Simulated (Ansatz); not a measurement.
# CHF (SMILES [CH]F) at CCSDTQ/STO-3G

What is the energy change on altering one bond length of CHF at CCSDTQ/STO-3G? 

The results are computed with Ansatz 0.2.0.

55 further runs of the same task are left out: 6 that didn't finish, 49 set aside as unsound or not needed.

## 1. Starting point

The species is CHF (3 atoms), meant as a singlet with charge 0. As SMILES, `[CH]F`. Geometry: relaxed at GFN2-xTB.

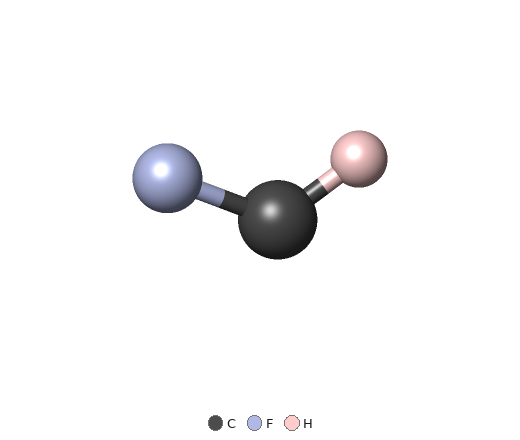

The structure, seen from a chosen angle (carbon dark grey, fluorine light blue, hydrogen pink).

## 2. A single-point energy at CCSDTQ/STO-3G

File input.yaml:

```yaml
crystal:
  periodic: [false, false, false]
  atoms:
    - symbol: C
      position_ang: [-0.128130, -0.359190, -0.106370]
    - symbol: F
      position_ang: [0.969610, -0.011280, 0.530170]
    - symbol: H
      position_ang: [-0.841470, 0.370470, -0.423800]
basis:
  gaussian:
    orbitals: STO-3G
correlation:
  method: ccsdtq
  frozen_orbitals: {C: 1, F: 1, H: 0}
accuracy: high
scf:
  omitted_lower_state_checks: [cluster_reference, increment]
```

Started as:

```bash
ansatz run input.yaml --threads 1 --pin off --max-ram 2610MiB --events-out events.jsonl --progress --plain --runs-dir runs
```

What it wrote (excerpt; [...] marks lines left out):

```text
Warning: RAYON_NUM_THREADS=1 ignored (pool sized by the plan → 1); use --threads N
Functional definition: HF
  name "HF"
[...]
167 factors; integrals over basis functions are off by at most 2.4e-8 eV
[...]
mean field -3696.90058979 eV, -135.8585908255 hartree, gradient 2.5e-8 eV, S^2 0.000000; 0 other end points of the search recorded, 0 dependent functions left out; unrestricted orbitals would lower it
2 core orbitals not correlated: weight in the atoms' cores, before any rotation towards them, 1.000 or more for the frozen orbitals, at most 0.000 for the correlated occupied ones
reference -3696.90058979 eV, -135.8585908255 hartree; 6, 6 occupied and 3, 3 virtual orbitals, 167 factors
second order -1.71422717 eV of doubles, -0.00000000 eV of singles
cycle   1  -1.97112364 eV  change   -2.6e-1 eV  update   9.3e-2
[...]
cycle  28  -2.48337564 eV  change  -4.3e-10 eV  update  4.8e-10
Total energy: -3699.38396543 eV, -135.9498531970 hartree
Checks for a lower state left out: cluster_reference, increment
```

It took 3.6 s on 1 thread of Arm Neoverse V1, shared host; peak memory 0.18 GiB.

## 3. The distorted shape

File input.yaml:

```yaml
crystal:
  periodic: [false, false, false]
  atoms:
    - {symbol: C, position_ang: [-0.402552, -0.446163, -0.265497]}
    - {symbol: F, position_ang: [0.969610, -0.011280, 0.530170]}
    - {symbol: H, position_ang: [-1.115892, 0.283497, -0.582927]}
basis:
  gaussian:
    orbitals: STO-3G
correlation:
  method: ccsdtq
  frozen_orbitals: {C: 1, F: 1, H: 0}
accuracy: high
scf:
  omitted_lower_state_checks: [cluster_reference, increment]
```

Started as:

```bash
ansatz run input.yaml --threads 1 --pin off --max-ram 2610MiB --events-out events.jsonl --progress --plain --runs-dir runs
```

What it wrote (excerpt; [...] marks lines left out):

```text
Warning: RAYON_NUM_THREADS=1 ignored (pool sized by the plan → 1); use --threads N
Functional definition: HF
  name "HF"
[...]
167 factors; integrals over basis functions are off by at most 3.9e-8 eV
[...]
mean field -3694.77031272 eV, -135.7803045873 hartree, gradient 2.5e-8 eV, S^2 0.000000; 0 other end points of the search recorded, 0 dependent functions left out; unrestricted orbitals would lower it
2 core orbitals not correlated: weight in the atoms' cores, before any rotation towards them, 1.000 or more for the frozen orbitals, at most 0.000 for the correlated occupied ones
reference -3694.77031272 eV, -135.7803045873 hartree; 6, 6 occupied and 3, 3 virtual orbitals, 167 factors
second order -1.93080992 eV of doubles, -0.00000000 eV of singles
cycle   1  -2.39526777 eV  change   -4.6e-1 eV  update   1.2e-1
[...]
cycle  41  -3.20696600 eV  change   3.7e-10 eV  update  5.5e-10
Total energy: -3697.97727873 eV, -135.8981584142 hartree
Checks for a lower state left out: cluster_reference, increment
```

Run time: 3.9 s. Hardware: 1 thread of Arm Neoverse V1, shared host; peak memory 0.18 GiB.

## 4. What came out

Level: CCSDTQ/STO-3G, 2 core orbitals frozen.

```
                                                         quantity          value
                                        first shape: total energy  -135.94985 Eh
         first shape: correlation energy (2 core orbitals frozen)      -91.3 mEh
                                       first shape: T1 diagnostic          0.024
                                    distorted shape: total energy  -135.89816 Eh
     distorted shape: correlation energy (2 core orbitals frozen)     -117.9 mEh
                                   distorted shape: T1 diagnostic          0.045
energy change with the C1–F2 bond stretched from 1.316 to 1.645 Å       1.407 eV
```

**Reading.** With the C1–F2 bond stretched from 1.316 to 1.645 Å the energy rises by 1.41 eV (32 kcal/mol). The first shape isn't relaxed at this level, so the change isn't measured from a minimum. The minimal basis adds a large error of its own. The restricted solution (first shape) is unstable to spin breaking: an unrestricted one lies lower. The restricted solution (distorted shape) is unstable to spin breaking: an unrestricted one lies lower.
